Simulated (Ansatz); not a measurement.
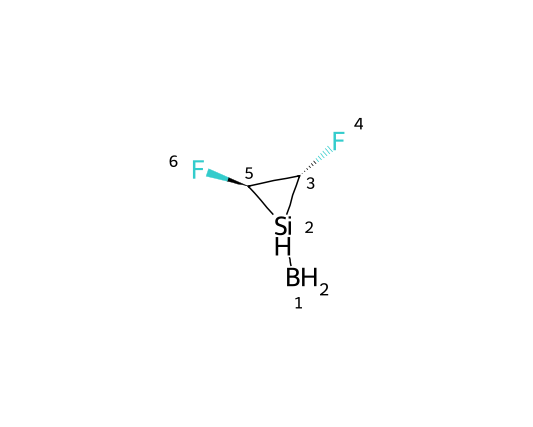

A structural formula, with wedges where it has stereocentres; small numbers name the atoms. The configuration is that of a computed structure (PBE-D4/def2-SVP).

Question: What are the Cahn–Ingold–Prelog descriptors?

Answer: C3: R; C5: R.
